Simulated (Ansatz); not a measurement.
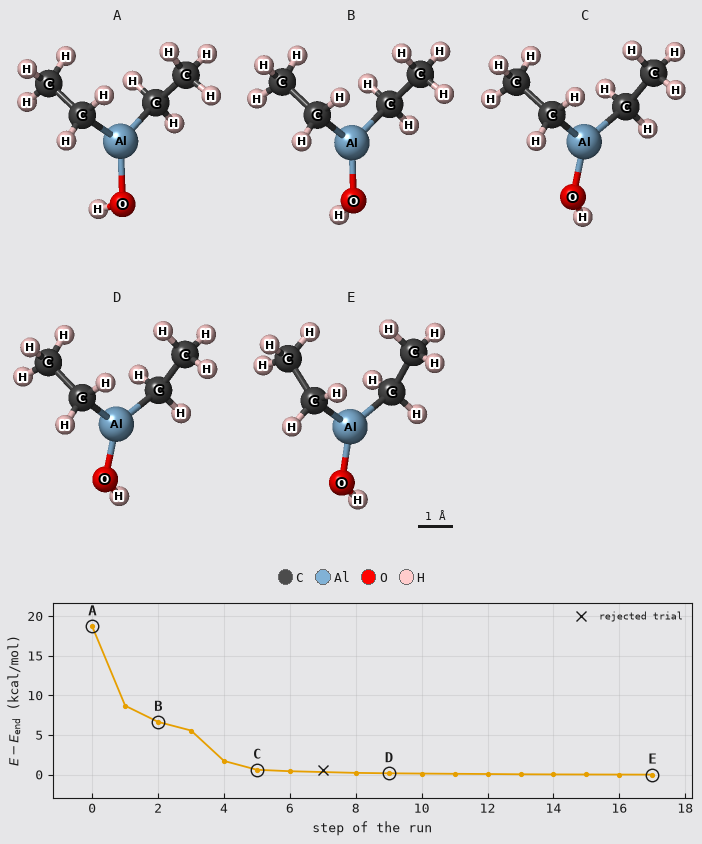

Frames of a relaxation of C₄H₁₁AlO (coarse preliminary run), marked on the history of the run. Style: ball-and-stick. Shown at a tilt.

The start comes from a force field.

Method: Ansatz 0.2.0, RKS PBE-D4/def2-SVP. Set-up: force threshold 0.03 eV/Å; at most 200 steps.

**Describe the path.**

After 16 accepted moves (17 points after the start) the energy has fallen by 18.7 kcal/mol. Largest force component: 2.2 eV/Å at the start, 0.019 eV/Å at the end. The line search rejected the trial step at point 7 of the run. The forces were under the threshold at step 9, but the run went on from there. The largest move after the best rigid fit is that of an H atom, 0.83 Å. Largest moves by element: H 0.83 Å, O 0.49 Å, C 0.32 Å, Al 0.18 Å. Among the contacts that change: Al–O 1.909 → 1.731 Å, C–H 1.051 → 1.112 Å, C–C 1.485 → 1.540 Å, C–H 1.149 → 1.111 Å. Among the angles between lasting bonds that change: Al–O–H 99.7° → 123.3°, H–C–H 110.7° → 104.5°, C–C–Al 109.4° → 115.1°. Groups turn about Al–O by about 90°, Al–C by about 30°. From step 0 to 2: an H atom moves most (0.28 Å), energy −12.0 kcal/mol. From step 2 to 5: the O atom moves most (0.48 Å), energy −6.04 kcal/mol. From step 5 to 9: an H atom moves most (0.17 Å), energy −0.44 kcal/mol. From step 9 to 17: an H atom moves most (0.41 Å), energy −0.17 kcal/mol.
